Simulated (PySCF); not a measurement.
# C5H6O: excited states, first hyperpolarisability

Wanted: excited states, first hyperpolarisability for C5H6O (`CC#CC(C)=O`).

Computed with PySCF 2.14.0 and routines of our own; the level stands in each step. Atoms count from 0.

## 1. The system as given

12 atoms, charge 0, multiplicity 1; geometry from: GFN2-xTB.

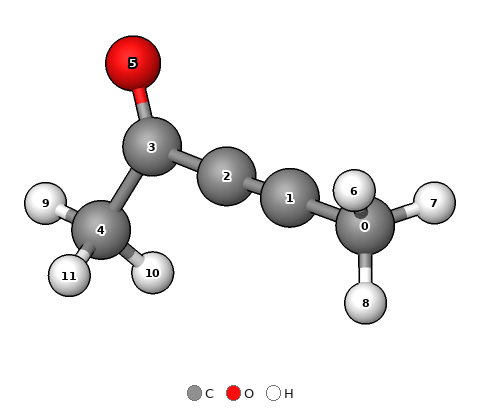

The starting geometry (carbon grey, oxygen red, hydrogen white).

## 2. Geometry optimisation at PBE0-D3(BJ)/def2-TZVP

What the job is given:

```
{"job": {"xc": "PBE0", "basis": "def2-TZVP", "d3": "d3bj", "grid": 2, "kind": "geom"}, "charge": 0, "multiplicity": 1}
C      2.585717    -0.442572     0.084190
C      1.221514     0.010121     0.188252
C      0.074079     0.368224     0.262859
C     -1.275389     0.845768     0.377757
C     -2.287072    -0.078507    -0.256285
O     -1.560016     1.883828     0.925489
H      3.047136    -0.448408     1.071343
H      3.146473     0.235489    -0.558835
H      2.622895    -1.447274    -0.336110
H     -3.287832     0.328439    -0.137744
H     -2.058460    -0.196106    -1.314096
H     -2.227846    -1.059688     0.211283
```

On the command line:

```sh
> OMP_NUM_THREADS=1 python excited_run.py task.json out
```

This one command runs all jobs of the session in turn.

The program printed:

```text
step   0  E = -269.08950847  max force = 0.009693
step   1  E = -269.08998778  max force = 0.003754
step   2  E = -269.09006082  max force = 0.002398
step   3  E = -269.09011725  max force = 0.001692
step   4  E = -269.09015813  max force = 0.000994
step   5  E = -269.09017613  max force = 0.000337
step   6  E = -269.09018154  max force = 0.000288
optimisation converged
```

It took 1.8 min on 1 thread of Intel Xeon Platinum 8488C, shared host; peak memory 0.89 GiB.

Step by step:

```csv
step,energy from step 0 (eV),largest force component (eV/Å)
0,0.0000,0.4984
1,-0.0130,0.1930
2,-0.0150,0.1233
3,-0.0166,0.0870
4,-0.0177,0.0511
5,-0.0182,0.0173
6,-0.0183,0.0148
```

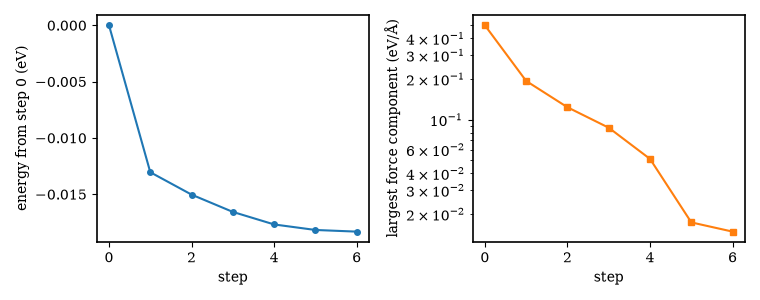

Energy and force, step by step.

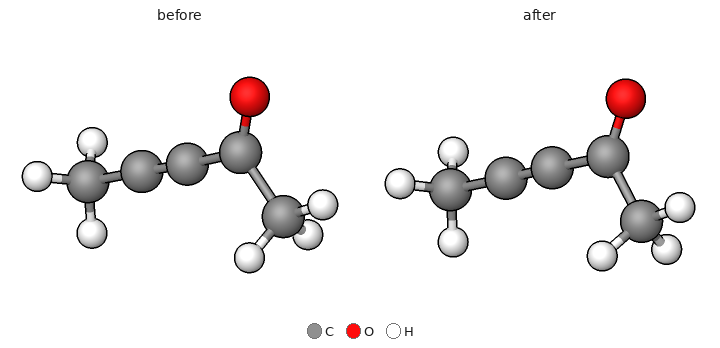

Before and after, at one scale.

Distances of close pairs at the start and the end, largest changes first:

```csv
bond,before (Å),after (Å),change (Å)
C2–C3,1.436,1.448,+0.012
C3–C4,1.510,1.503,-0.007
C4–H11,1.089,1.094,+0.005
C0–C1,1.441,1.446,+0.005
C4–H10,1.089,1.093,+0.004
C0–H7,1.090,1.093,+0.003
C0–H6,1.090,1.092,+0.003
C0–H8,1.090,1.092,+0.002
```

The end geometry stands in the next job.

```csv
at the end point,value
point group (found at 0.08 Å tolerance),C1
"rotational constants (GHz, main isotopes)","9.686, 1.758, 1.516"
dipole moment (D),3.84
```

## 3. Excited states: TDA CAM-B3LYP/def2-TZVPD

What the job is given:

```
{"job": {"kind": "states", "xc": "CAM-B3LYP", "basis": "def2-TZVPD", "tda": true, "soc": true, "nstates": 6, "ntriplets": 5, "nquad": 4}, "charge": 0, "multiplicity": 1}
C      2.584070    -0.485428     0.070215
C      1.215271    -0.043908     0.221271
C      0.080105     0.335072     0.358744
C     -1.292842     0.771823     0.507726
C     -2.294739     0.051046    -0.349148
O     -1.597318     1.652921     1.276718
H      3.087529    -0.524410     1.038976
H      3.137921     0.208956    -0.566915
H      2.631047    -1.476422    -0.386468
H     -3.278407     0.499352    -0.220210
H     -1.991341     0.088995    -1.398079
H     -2.324909    -1.004070    -0.063093
```

With the program's defaults for keys left out, this is: TDA CAM-B3LYP/def2-TZVPD excited states, vertical, gas phase, spin-orbit mean-field couplings.

The program printed:

```text
coarse grid: 10240 points
cycle   1  E = -269.1219181924  dE =  9.786e-01  |g| = 8.660e-01  |ddm| = 8.532e+00
cycle   2  E = -268.8585835291  dE =  2.633e-01  |g| = 1.511e+00  |ddm| = 2.590e+00
cycle   3  E = -269.2708750891  dE = -4.123e-01  |g| = 1.123e-01  |ddm| = 1.545e+00
cycle   4  E = -269.2735152405  dE = -2.640e-03  |g| = 5.154e-02  |ddm| = 2.191e-01
cycle   5  E = -269.2740892393  dE = -5.740e-04  |g| = 1.390e-02  |ddm| = 9.345e-02
cycle   6  E = -269.2741248245  dE = -3.559e-05  |g| = 7.471e-03  |ddm| = 2.233e-02
cycle   7  E = -269.2741387432  dE = -1.392e-05  |g| = 1.952e-03  |ddm| = 8.370e-03
cycle   8  E = -269.2741399198  dE = -1.177e-06  |g| = 5.487e-04  |ddm| = 3.983e-03
final grid: 99480 points
cycle   9  E = -269.2699965606  dE = -3.125e-05  |g| = 4.052e-03  |ddm| = 1.571e-01
cycle  10  E = -269.2699963346  dE =  2.260e-07  |g| = 4.367e-03  |ddm| = 1.331e-02
cycle  11  E = -269.2699999906  dE = -3.656e-06  |g| = 1.113e-03  |ddm| = 4.413e-03
cycle  12  E = -269.2700001930  dE = -2.024e-07  |g| = 1.698e-04  |ddm| = 1.011e-03
cycle  13  E = -269.2700001985  dE = -5.550e-09  |g| = 6.203e-05  |ddm| = 4.266e-04
cycle  14  E = -269.2700001994  dE = -9.081e-10  |g| = 2.452e-05  |ddm| = 1.056e-04
converged SCF energy = -269.2700001994

Singlet excitations
state   eV       nm        f     d(h-e)  d(exc)  Lambda  PR(NTO)  |dmu|/D   mu/D   main configurations
  1   4.1739   297.0   0.00024   0.854   2.348   0.511   1.009    2.058    2.050   H->L 0.91
  2   5.0645   244.8   0.00011   0.891   2.584   0.481   1.019    2.985    6.552   H-2->L 0.91
  3   5.9417   208.7   0.14308   0.694   2.596   0.625   1.600    2.095    5.597   H-1->L 0.73
  4   6.9763   177.7   0.00988   0.928   3.657   0.230   1.173    2.393    1.761   H->L+1 0.63, H-2->L+1 0.16, H->L+2 0.08
  5   7.0229   176.5   0.00071   0.223   2.517   0.339   1.015                     H-1->L+3 0.41, H-1->L+5 0.29
  6   7.2545   170.9   0.03148   0.823   3.502   0.281   1.574                     H-2->L+1 0.59, H->L+2 0.18

Triplet excitations (Tamm-Dancoff)
state   eV     d(h-e)  d(exc)  Lambda  PR(NTO)   main configurations
  1   3.5986   0.850   2.297   0.508   1.011   H->L 0.88
  2   4.2650   0.438   2.458   0.674   1.076   H-1->L 0.91
  3   4.7393   0.774   2.510   0.475   1.058   H-2->L 0.86
  4   5.7746   0.071   2.159   0.455   1.151   H-2->L+5 0.23, H-2->L+3 0.22, H->L+3 0.09
  5   6.1923   0.422   2.142   0.662   1.366   H-3->L 0.70, H-8->L 0.09
S1 - T1 = 0.5752 eV

Spin-orbit couplings |<S|Hso|T>| (cm-1)
             T1       T2       T3       T4       T5
S0       54.860    0.127   15.240    0.908    0.536
S1        0.231   27.925    9.545   13.428   34.596
S2        9.400    5.859    0.402    6.567   13.076
S3       19.762    0.086   14.411    0.366    0.080
S4        2.513    0.334    1.130    2.576    0.704
S5        1.289    7.398    0.341   12.886    7.971
S6        2.342    0.445    2.175    0.426    0.238
T1 sublevels (cm-1): 0.000 0.002 0.300   radiative rates (1/s): 2.86 0.0379 839
```

It took 50 s on 1 thread of Intel Xeon Platinum 8488C, shared host; peak memory 1 GiB.

Key values:

```csv
quantity,value
S1 less T1,0.58 eV
```

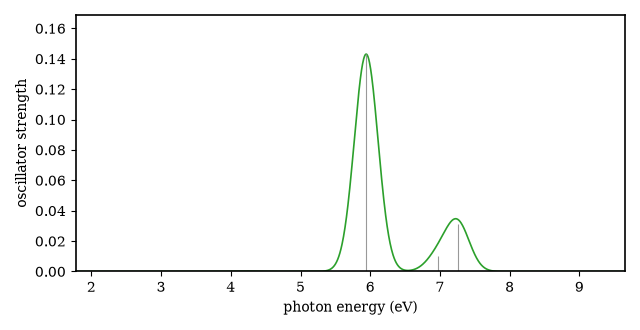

Absorption lines of the singlets. Lines are broadened to a width of 0.40 eV (Gaussian).

Orbitals, density, ELF and potential are computed afterwards from the orbital file.

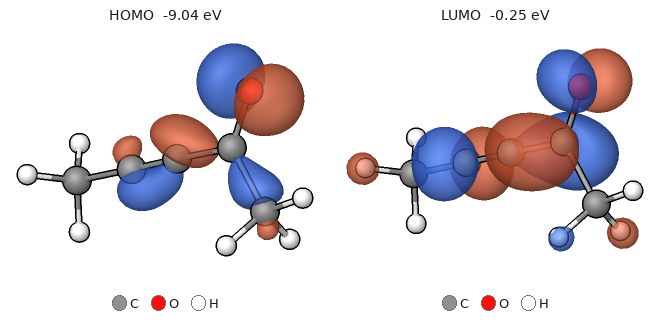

Frontier orbitals at CAM-B3LYP/def2-TZVPD; each surface holds 70 % of the orbital's density, blue and red mark the sign.

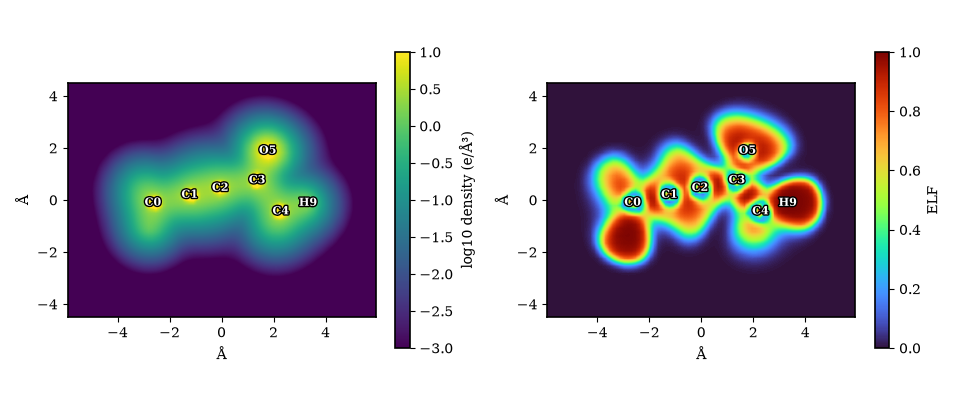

Density (left) and ELF (right) in a plane through or near 7 of the atoms.

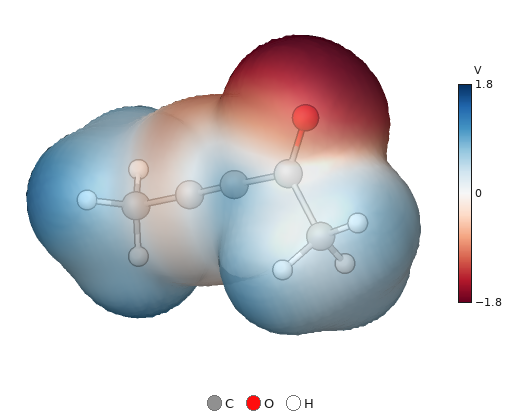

The potential that a unit positive charge feels on the 0.002 e/bohr³ surface, from -1.80 V near O5 to 1.20 V near H8.

## 4. Excited states: TDDFT CAM-B3LYP/def2-TZVPD

The job, as its differences from that of step 3:

```diff
@@ -1,2 +1,2 @@
-{"job": {"kind": "states", "xc": "CAM-B3LYP", "basis": "def2-TZVPD", "tda": true, "soc": true, "nstates": 6, "ntriplets": 5, "nquad": 4}, "charge": 0, "multiplicity": 1}
+{"job": {"kind": "states", "xc": "CAM-B3LYP", "basis": "def2-TZVPD", "tpa": true, "nstates": 8, "nquad": 6, "ntriplets": 0}, "charge": 0, "multiplicity": 1}
 C      2.584070    -0.485428     0.070215
```

Level: TDDFT CAM-B3LYP/def2-TZVPD excited states, vertical, gas phase, two-photon moments by quadratic response.

The program printed:

```text
coarse grid: 10240 points
cycle   1  E = -269.1219181924  dE =  9.786e-01  |g| = 8.660e-01  |ddm| = 8.532e+00
cycle   2  E = -268.8585835291  dE =  2.633e-01  |g| = 1.511e+00  |ddm| = 2.590e+00
cycle   3  E = -269.2708750891  dE = -4.123e-01  |g| = 1.123e-01  |ddm| = 1.545e+00
cycle   4  E = -269.2735152405  dE = -2.640e-03  |g| = 5.154e-02  |ddm| = 2.191e-01
cycle   5  E = -269.2740892393  dE = -5.740e-04  |g| = 1.390e-02  |ddm| = 9.345e-02
cycle   6  E = -269.2741248245  dE = -3.559e-05  |g| = 7.471e-03  |ddm| = 2.233e-02
cycle   7  E = -269.2741387432  dE = -1.392e-05  |g| = 1.952e-03  |ddm| = 8.370e-03
cycle   8  E = -269.2741399198  dE = -1.177e-06  |g| = 5.487e-04  |ddm| = 3.983e-03
final grid: 99480 points
cycle   9  E = -269.2699965606  dE = -3.125e-05  |g| = 4.052e-03  |ddm| = 1.571e-01
cycle  10  E = -269.2699963346  dE =  2.260e-07  |g| = 4.367e-03  |ddm| = 1.331e-02
cycle  11  E = -269.2699999906  dE = -3.656e-06  |g| = 1.113e-03  |ddm| = 4.413e-03
cycle  12  E = -269.2700001930  dE = -2.024e-07  |g| = 1.698e-04  |ddm| = 1.011e-03
cycle  13  E = -269.2700001985  dE = -5.550e-09  |g| = 6.203e-05  |ddm| = 4.266e-04
cycle  14  E = -269.2700001994  dE = -9.081e-10  |g| = 2.452e-05  |ddm| = 1.056e-04
converged SCF energy = -269.2700001994

Singlet excitations
state   eV       nm        f     d(h-e)  d(exc)  Lambda  PR(NTO)  |dmu|/D   mu/D   delta(TPA)   sigma/GM   main configurations
  1   4.1407   299.4   0.00021   0.854   2.353   0.512   1.011    2.081    2.030        0.03      0.000   H->L 0.91
  2   5.0405   246.0   0.00009   0.898   2.588   0.481   1.017    2.977    6.545        0.06      0.001   H-2->L 0.91
  3   5.8369   212.4   0.14052   0.699   2.581   0.626   1.597    2.320    5.785      114.33      1.427   H-1->L 0.80
  4   6.9715   177.8   0.01014   0.923   3.653   0.231   1.177    2.366    1.794       16.40      0.292   H->L+1 0.62, H-2->L+1 0.16, H->L+2 0.08
  5   6.9974   177.2   0.00054   0.216   2.507   0.340   1.026    0.822    3.346        0.37      0.007   H-1->L+3 0.41, H-1->L+5 0.29
  6   7.2480   171.1   0.02956   0.822   3.505   0.281   1.577    1.833    2.199       33.47      0.644   H-2->L+1 0.60, H->L+2 0.18
  7   7.2582   170.8   0.00980   0.983   3.601   0.280   1.020                                            H-1->L+1 0.83
  8   7.8415   158.1   0.00174   1.538   3.564   0.393   1.267                                            H->L+3 0.40, H->L+2 0.13, H-2->L+3 0.12
```

Wall time 57 s (1 thread of Intel Xeon Platinum 8488C, shared host); peak memory 0.99 GiB.

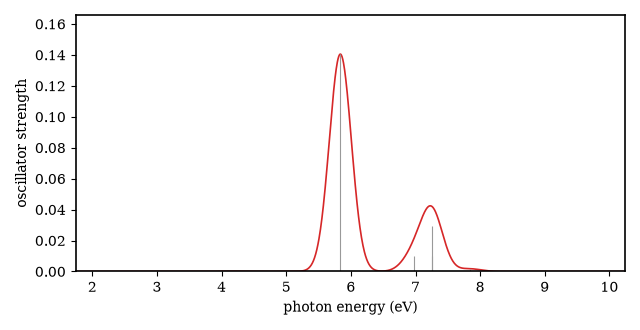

Absorption lines of the singlets. Lines are broadened to a width of 0.40 eV (Gaussian).

## 5. First hyperpolarisability: quadratic response CAM-B3LYP/def2-TZVPD

The job, as its differences from that of step 4:

```diff
@@ -1,2 +1,2 @@
-{"job": {"kind": "states", "xc": "CAM-B3LYP", "basis": "def2-TZVPD", "tpa": true, "nstates": 8, "nquad": 6, "ntriplets": 0}, "charge": 0, "multiplicity": 1}
+{"job": {"kind": "beta", "xc": "CAM-B3LYP", "basis": "def2-TZVPD"}, "charge": 0, "multiplicity": 1}
 C      2.584070    -0.485428     0.070215
```

Method: quadratic response CAM-B3LYP/def2-TZVPD first hyperpolarisability, Taylor convention, gas phase.

The program printed:

```text
coarse grid: 10240 points
cycle   1  E = -269.1219181924  dE =  9.786e-01  |g| = 8.660e-01  |ddm| = 8.532e+00
cycle   2  E = -268.8585835291  dE =  2.633e-01  |g| = 1.511e+00  |ddm| = 2.590e+00
cycle   3  E = -269.2708750891  dE = -4.123e-01  |g| = 1.123e-01  |ddm| = 1.545e+00
cycle   4  E = -269.2735152405  dE = -2.640e-03  |g| = 5.154e-02  |ddm| = 2.191e-01
cycle   5  E = -269.2740892393  dE = -5.740e-04  |g| = 1.390e-02  |ddm| = 9.345e-02
cycle   6  E = -269.2741248245  dE = -3.559e-05  |g| = 7.471e-03  |ddm| = 2.233e-02
cycle   7  E = -269.2741387432  dE = -1.392e-05  |g| = 1.952e-03  |ddm| = 8.370e-03
cycle   8  E = -269.2741399198  dE = -1.177e-06  |g| = 5.487e-04  |ddm| = 3.983e-03
final grid: 99480 points
cycle   9  E = -269.2699965606  dE = -3.125e-05  |g| = 4.052e-03  |ddm| = 1.571e-01
cycle  10  E = -269.2699963346  dE =  2.260e-07  |g| = 4.367e-03  |ddm| = 1.331e-02
cycle  11  E = -269.2699999906  dE = -3.656e-06  |g| = 1.113e-03  |ddm| = 4.413e-03
cycle  12  E = -269.2700001930  dE = -2.024e-07  |g| = 1.698e-04  |ddm| = 1.011e-03
cycle  13  E = -269.2700001985  dE = -5.550e-09  |g| = 6.203e-05  |ddm| = 4.266e-04
cycle  14  E = -269.2700001994  dE = -9.081e-10  |g| = 2.452e-05  |ddm| = 1.056e-04
converged SCF energy = -269.2700001994

Lowest singlets (eV, f): 4.1407 0.0002  5.0405 0.0001  5.8369 0.1405

First hyperpolarisability (au)
process     nm      |vector|   parallel      HRS      DR
static         -      234.06      74.56     103.61   4.105
shg       1907.0      249.43      80.75     110.09   4.138
eope      1907.0      239.01      76.55          -       -
shg       1064.0      289.59      97.08     126.97   4.213
eope      1064.0      250.58      81.22          -       -
```

Run time: 46 s. Hardware: 1 thread of Intel Xeon Platinum 8488C, shared host; peak memory 0.97 GiB.

## 6. What came out

| quantity | value |
| --- | --- |
| point group | C1 |
| rotational constants (main isotopes) | 9.69, 1.76, 1.52 GHz |
| S1 less T1 (step 3, TDA CAM-B3LYP/def2-TZVPD) | 0.58 eV |
| surface potential, least and greatest | -1.80 V and 1.20 V |
| β vector (step 5, quadratic response CAM-B3LYP/def2-TZVPD) | static 234, SHG 1907.0 nm 249, SHG 1064.0 nm 290 au |

Over 6 steps the energy fell by 0.018 eV; of the close pairs, C2–C3 changed most, 1.436 to 1.448 Å. No frequency check was run at this level, so the end point may be a saddle. In step 3, the number of triplets below S1 is 1, and the largest singlet-triplet spin-orbit coupling is S0–T1, 54.86 cm⁻¹. β grows from 234 au (static) to 290 au for doubling at 1064.0 nm: normal dispersion, which grows as twice the photon energy moves toward the bright states.
